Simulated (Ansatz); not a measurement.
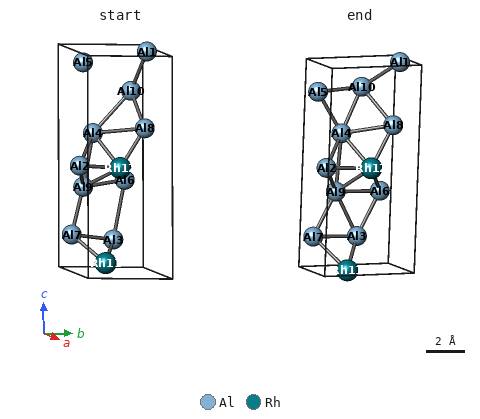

The structure of a crystal of Al₅Rh (a generated structure, set up in P1) (coarse preliminary run) before (left) and after (right) a relaxation, at one scale.

Style: ball-and-stick. Shown: the cell of the calculation, slightly off an axis.

Method: DFT PBE, scalar-relativistic, plane waves, PAW (Ansatz 0.2.0).

Input file:
```yaml
crystal:
  lattice:
    - [3.9344702689, 0.0, 0.0]
    - [-0.1536067275, 5.0379635616, 0.0]
    - [-0.0730126779, -1.0169287621, 12.0873022133]
  atoms:
    - { symbol: Al, position: [0.5150510724, 0.8699688634, 0.9963860908] }
    - { symbol: Al, position: [0.5318840401, 0.0659922828, 0.4816431425] }
    - { symbol: Al, position: [0.0159992358, 0.6409673869, 0.1245662378] }
    - { symbol: Al, position: [0.0393903898, 0.3947067745, 0.6037528479] }
    - { symbol: Al, position: [0.0106019821, 0.2891525347, 0.9193199092] }
    - { symbol: Al, position: [0.0288263705, 0.7731611921, 0.3938040531] }
    - { symbol: Al, position: [0.0289512007, 0.1436142922, 0.1462122196] }
    - { symbol: Al, position: [0.6200639654, 0.8063016526, 0.6566271031] }
    - { symbol: Al, position: [0.0423091601, 0.276017738, 0.3616272491] }
    - { symbol: Al, position: [0.1220388237, 0.8175715625, 0.7992199703] }
    - { symbol: Rh, position: [0.516117154, 0.3750642492, 0.0442090939] }
    - { symbol: Rh, position: [0.5287666053, 0.5474814712, 0.4726320828] }
basis:
  ecutwfc: 420
kpoints:
  mp_grid: { grid: [4, 4, 2] }
hamiltonian:
  xc: pbe
scf:
  occupations: { method: gaussian, width: 0.1 }
  lower_state_search: "off"
output:
  forces: true
  stress: true
  eigenvalues: true
relax:
  adjacent_minimum: "off"
  f_tol: 0.04
  max_steps: 70
  cell: { stress_tol: 0.4 }
```

Launched with:
```bash
ansatz run input.yaml --threads 1 --pin off --max-ram 2560MiB --backend cpu --events-out ev --progress --plain --runs-dir out
```

> Summarise the run.

The energy falls by 222 meV per atom in 10 accepted moves (12 points after the start). The largest force component goes from 0.36 to 0.015 eV/Å. Pressure: −0.40 GPa at the start and −0.02 GPa at the end. The line search rejected the trial step at point 9 of the run. At 1 point the geometry stayed and the basis and grid were re-selected for the new cell (energy shift of 0.3 meV per atom at most each time). The largest move relative to the cell is that of Al10, 1.26 Å along [−1 −3 1]. By element the largest moves are Al 1.26 Å, Rh 0.50 Å. The drawn cell changes as follows: a 3.934 → 3.359 Å (−14.6 %), b 5.040 → 5.281 Å (+4.8 %), c 12.130 → 11.315 Å (−6.7 %), α 94.8° → 89.8°, β 90.3° → 90.2°, γ 91.7° → 90.0°; the volume changes by −16.2 %. Some distances before and after: Al10–Rh11 4.512 → 2.651 Å, Al5–Al8 4.580 → 2.840 Å, Al10–Rh11 (another image) 4.180 → 2.647 Å, Al3–Al5 2.933 → 4.271 Å. New bonds form: Al10–Rh11 (4.18 → 2.65 Å), Al10–Rh11 (4.51 → 2.65 Å). Among the angles between lasting bonds that change: Al5–Al10–Al8 117.7° → 62.3°, Al1–Al10–Al8 163.6° → 122.8°, Al5–Al10–Al8 100.4° → 62.3°. The space group stays P1 (No. 1).

Limits of the set-up: the k-point mesh is coarse for a cell with partly filled bands.
